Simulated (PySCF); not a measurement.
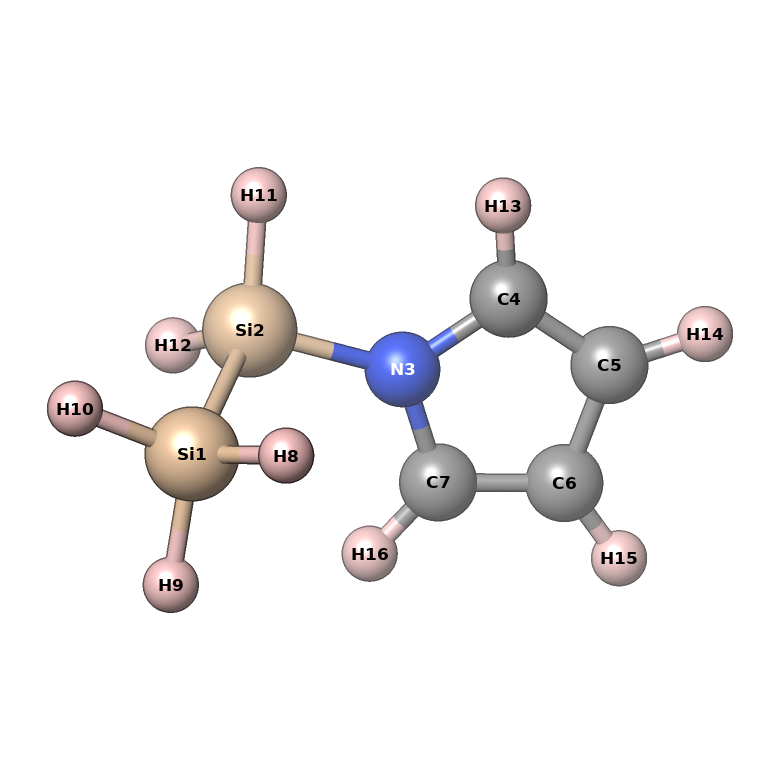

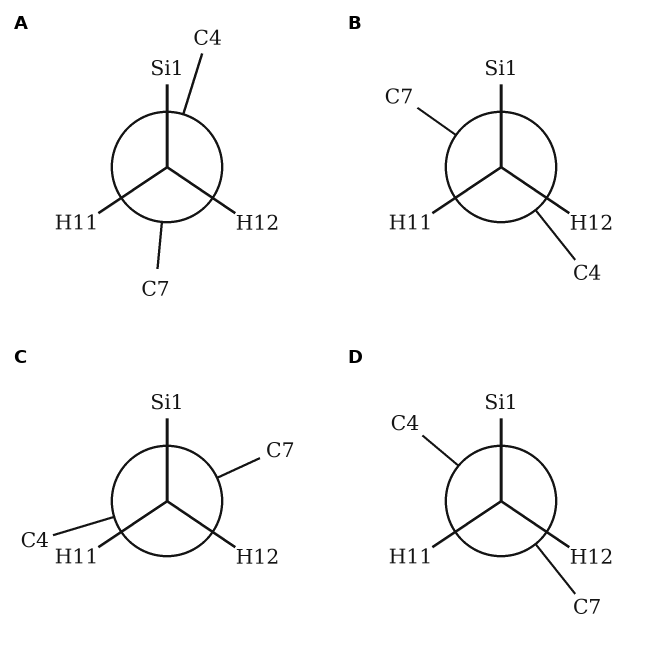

Atoms fade into the background with distance from the viewer. Bonds that would overlap in a projection are set slightly apart. The geometry was computed by an optimisation with GFN2-xTB. No frequency run is at hand to confirm it as a minimum.

Which Newman projection shows the view along Si2–N3, with Si2 in front?

C. The torsion angle Si1–Si2–N3–C4 is −110°, anticlinal.
